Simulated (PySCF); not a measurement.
# BiP: what the fields show

```csv
atom,x (Å),y (Å),z (Å)
Bi,0.0000,0.0000,-0.2955
P,0.0000,0.0000,1.9935
```

Core potentials replace the inner electrons of Bi.

The calculation used PySCF 2.14.0, PBE0/cc-pVDZ(-PP), non-relativistic Hamiltonian with scalar-relativistic core potentials where named, at a bond length of 2.289 Å.

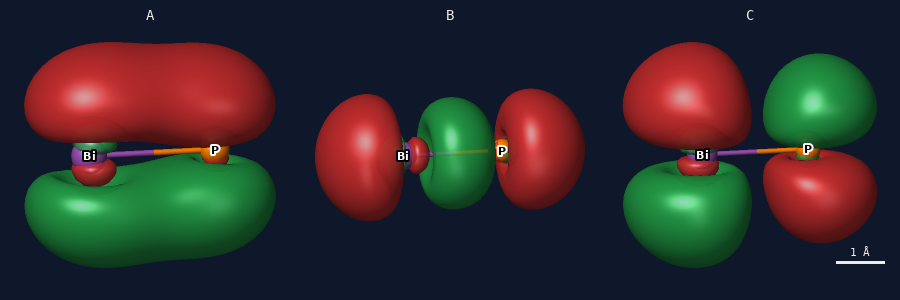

Figure 1. Three frontier orbitals, each drawn at the value that holds 80 % of its norm (green and red are the two phases), in no order; of a degenerate pair one member is drawn.

### Name the orbitals and rank them from lowest to highest energy.

Orbital B: σ, occupied, −7.30 eV; shared between the atoms (Bi 45 %, P 55 %).
Orbital A: π, occupied, −6.80 eV; bonding, with no node between the atoms.
Orbital C: π, empty, −2.65 eV; antibonding, with a node between the atoms.

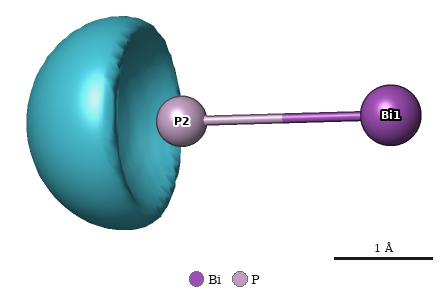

Figure 2. Isosurface of the electron localisation function at 0.85 (cyan), seen from one side. Only the valence region is drawn (cores and ρ < 0.01 e/Å³ removed).

### Describe the localisation domains.

At this value the surface marks out one lobe on P, pointing away from the bonds (lone pairs).


Bi–P (2.29 Å): the ELF peaks at about 0.75 in the valence shell of P, 0.9 Å from its nucleus, and drops to about 0.25 between the two atoms.

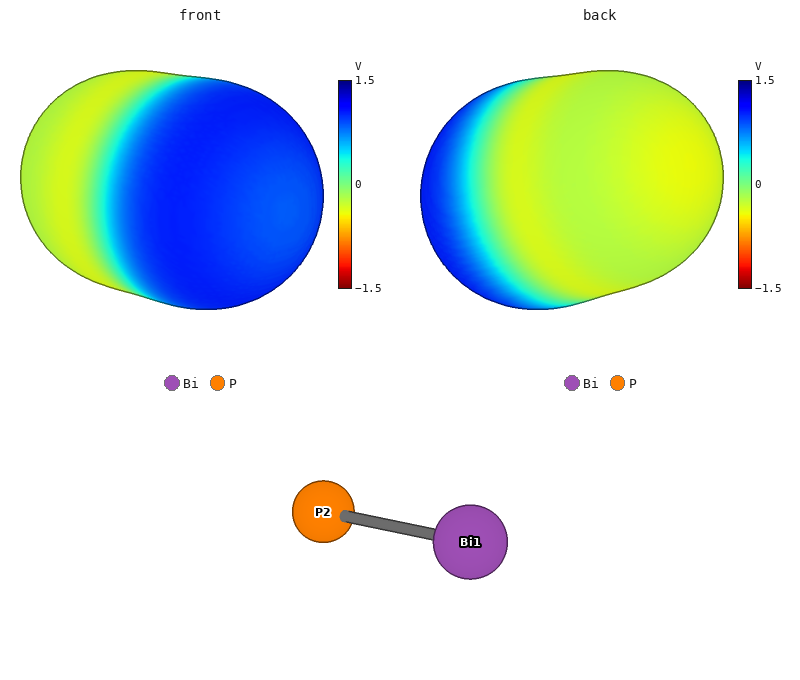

Figure 3. The molecular electrostatic potential painted on the density surface at 0.002 e/bohr³, seen from the front and from behind; red is negative and blue positive. The bare structure is drawn below in the same view.

### Which sites attract a positive test charge, and which a negative one?

A positive charge is drawn to the negative regions and a negative charge to the positive ones. The most negative region (about −0.4 V, or −9 kcal/mol for a unit charge) lies over P2, the most positive (about +1.0 V, or +23 kcal/mol for a unit charge) over Bi1.
